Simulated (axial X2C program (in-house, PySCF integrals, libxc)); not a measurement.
# HfS⁻: properties at the nuclei

Wanted for HfS⁻: properties at the nuclei, at the two-component level.

Computed with an in-house X2C program for linear molecules on PySCF integrals. Level: two-component X2C with atomic mean-field terms, Hf dyall-acv3z, S dyall-av3z.

All values are calculated.

## 1. Input

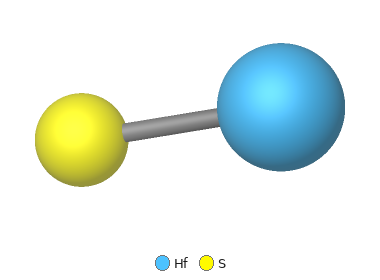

The two atoms at 2.220 Å (hafnium blue, sulfur yellow).

File task.json:

```json
{"zs": [72, 16], "q": -1, "bas": ["dyall-acv3z", "dyall-av3z"], "r0": 2.22, "levels": ["PBE0", "HF", "PBE50", "B3LYP", "r2SCAN"], "nst": 3}
```

Keys: zs atomic numbers; q charge; bas basis sets; r0 starting distance in Å; levels methods (HF also brings MP2); nst determinants followed.

Launch:

```
$ python soeom.py task.json out
```

Nuclei are Gaussian, cores are contracted, and the Gaunt term is on.

## 2. Expectation values, lowest determinant

R = 2.246 Å. State: Ω = 3/2 (excess of +ω over −ω: ω = 3/2).

Output of the PBE0 run:

```text
two-component X2C + atomic mean field  PBE0
basis functions 256  fitting functions 1283  grid points 5077
iter        total energy     max residual
   1     -15471.851954960     9.69e+00
   2     -15475.582078381     3.85e-02
   3     -15475.295222659     9.08e-02
   4     -15475.608109045     3.02e-02
   5     -15475.643580585     3.77e-03
   6     -15475.644633127     2.07e-03
   7     -15475.644806157     6.89e-04
   8     -15475.644848758     2.79e-04
   9     -15475.644862611     1.56e-04
  10     -15475.644868092     1.40e-04
  11     -15475.644871918     8.18e-05
  12     -15475.644873957     3.02e-05
  13     -15475.644874244     7.54e-06
  14     -15475.644874254     2.94e-06
  15     -15475.644874255     2.18e-06
converged
one-electron -21790.88131538  Coulomb 6395.10481974  exact exchange -83.22907463  xc functional -255.28929090  nuclear repulsion 271.42125867  atomic mean-field constant -12.77127176
```

The highest occupied spinor is 95% Hf d.

| level | Eeff magnitude (GV/cm) | Ws magnitude Hf (kHz) | A∥/gI Hf (MHz) | qzz Hf (a.u.) | A∥/gI S (MHz) | qzz S (a.u.) |
| --- | --- | --- | --- | --- | --- | --- |
| PBE0 | 10.3 | 7.1 | 96.4 | -4.15 | -0.955 | -0.64 |
| HF | 46.8 | 32.1 | -184 | -4.03 | -6.28 | -0.81 |
| PBE50 | 21.9 | 14.9 | -37.2 | -4.52 | -3.27 | -0.69 |
| B3LYP | 6.14 | 4.51 | 297 | -3.94 | 1.23 | -0.62 |
| r2SCAN | 11.8 | 7.88 | -293 | -4.33 | 3.79 | -0.58 |

Eeff is the effective electric field on the electron dipole moment in this Ω state and Ws the scalar–pseudoscalar constant (defined with the proton number Z and per Ω); A∥ is the parallel hyperfine constant, which follows by multiplying with the nuclear g factor gI = μI/(I μN); qzz is the electric field gradient, eQq0 = 234.96 MHz × Q/barn × qzz. The operators were transformed with the bare-nucleus X2C matrices.

## 3. Expectation values, a higher determinant

R = 2.246 Å. State: Ω = 1/2 (excess of +ω over −ω: ω = 1/2), 0.27 eV above the lowest in the PBE0 search for states (made at or near this distance, with looser thresholds).

Output of the PBE0 run:

```text
two-component X2C + atomic mean field  PBE0
basis functions 256  fitting functions 1283  grid points 5077
iter        total energy     max residual
   1     -15471.805263199     9.64e+00
   2     -15475.557698645     3.79e-02
   3     -15475.402590157     9.74e-02
   4     -15475.627010450     1.67e-02
   5     -15475.633012977     6.55e-03
   6     -15475.634233441     3.04e-03
   7     -15475.634560462     1.07e-03
   8     -15475.634601188     1.95e-04
   9     -15475.634605131     6.79e-05
  10     -15475.634606714     4.39e-05
  11     -15475.634607316     3.02e-05
  12     -15475.634607623     1.77e-05
  13     -15475.634607829     7.37e-06
  14     -15475.634607883     3.06e-06
  15     -15475.634607897     1.27e-06
  16     -15475.634607898     5.07e-07
converged
one-electron -21787.60353289  Coulomb 6391.77791382  exact exchange -83.21353033  xc functional -255.24544541  nuclear repulsion 271.42125867  atomic mean-field constant -12.77127176
```

The highest occupied spinor is 46% Hf p, 42% Hf d, 9% S p.

| level | Eeff magnitude (GV/cm) | Ws magnitude Hf (kHz) | A∥/gI Hf (MHz) | qzz Hf (a.u.) | A∥/gI S (MHz) | qzz S (a.u.) |
| --- | --- | --- | --- | --- | --- | --- |
| PBE0 | 5.23 | 11.7 | 1780 | -6.57 | 25 | -0.64 |
| HF | 2.82 | 4.03 | 2310 | -8.72 | -11.6 | -0.86 |
| PBE50 | 5.14 | 10.5 | 1850 | -7.30 | 10.1 | -0.71 |
| B3LYP | 4.46 | 9.91 | 1470 | -6.82 | 22.6 | -0.66 |
| r2SCAN | 11.6 | 24.5 | 1700 | -6.46 | 47.4 | -0.59 |

## 4. Expectation values, a higher determinant

R = 2.246 Å. State: Ω = 5/2 (excess of +ω over −ω: ω = 5/2), 0.31 eV above the lowest in the PBE0 search for states (made at or near this distance, with looser thresholds).

Output of the PBE0 run:

```text
two-component X2C + atomic mean field  PBE0
basis functions 256  fitting functions 1283  grid points 5077
iter        total energy     max residual
   1     -15471.838423485     9.69e+00
   2     -15475.570040512     4.08e-02
   3     -15475.470033741     8.80e-02
   4     -15475.628785132     1.27e-02
   5     -15475.632620345     4.30e-03
   6     -15475.632917220     2.73e-03
   7     -15475.633176789     6.51e-04
   8     -15475.633200256     1.85e-04
   9     -15475.633206619     1.03e-04
  10     -15475.633210065     5.73e-05
  11     -15475.633211683     2.58e-05
  12     -15475.633212024     7.87e-06
  13     -15475.633212036     1.67e-06
  14     -15475.633212036     3.81e-07
converged
one-electron -21790.42465101  Coulomb 6394.65099280  exact exchange -83.22705322  xc functional -255.28248752  nuclear repulsion 271.42125867  atomic mean-field constant -12.77127176
```

The highest occupied spinor is 96% Hf d, 2% S d.

| level | Eeff magnitude (GV/cm) | Ws magnitude Hf (kHz) | A∥/gI Hf (MHz) | qzz Hf (a.u.) | A∥/gI S (MHz) | qzz S (a.u.) |
| --- | --- | --- | --- | --- | --- | --- |
| PBE0 | 9.18 | 3.56 | 503 | -4.44 | -0.8 | -0.64 |
| HF | 29.6 | 11.7 | 826 | -5.17 | -8.83 | -0.83 |
| PBE50 | 13.3 | 5.19 | 586 | -4.78 | -2.86 | -0.69 |
| B3LYP | 5.21 | 2.04 | 389 | -4.23 | -1.28 | -0.61 |
| r2SCAN | 13.1 | 5.04 | 772 | -4.73 | -0.563 | -0.57 |

## 5. Outcome

```
                                        quantity                                    value
                              lowest determinant  Ω = 3/2 (excess of +ω over −ω: ω = 3/2)
                    Eeff magnitude (GV/cm), PBE0                                     10.3
                     Ws magnitude Hf (kHz), PBE0                                      7.1
                            A∥/gI Hf (MHz), PBE0                                     96.4
                             qzz Hf (a.u.), PBE0                                    -4.15
                              higher determinant  Ω = 1/2 (excess of +ω over −ω: ω = 1/2)
Eeff magnitude (GV/cm), PBE0, higher determinant                                     5.23
 Ws magnitude Hf (kHz), PBE0, higher determinant                                     11.7
        A∥/gI Hf (MHz), PBE0, higher determinant                                     1780
         qzz Hf (a.u.), PBE0, higher determinant                                    -6.57
                              higher determinant  Ω = 5/2 (excess of +ω over −ω: ω = 5/2)
Eeff magnitude (GV/cm), PBE0, higher determinant                                     9.18
 Ws magnitude Hf (kHz), PBE0, higher determinant                                     3.56
        A∥/gI Hf (MHz), PBE0, higher determinant                                      503
         qzz Hf (a.u.), PBE0, higher determinant                                    -4.44
```

What this shows: In the first state, the effective field runs from 6.14 to 46.8 GV/cm over the mean-field levels, so the levels don't agree on it. The expectation values come from single determinants, which for open shells can mix terms of unlike spin or miss the lowest Ω, so a determinant need not be a state. Eeff is the effective electric field on the electron dipole moment in this Ω state and Ws the scalar–pseudoscalar constant (defined with the proton number Z and per Ω); A∥ is the parallel hyperfine constant, which follows by multiplying with the nuclear g factor gI = μI/(I μN); qzz is the electric field gradient, eQq0 = 234.96 MHz × Q/barn × qzz. The operators were transformed with the bare-nucleus X2C matrices.
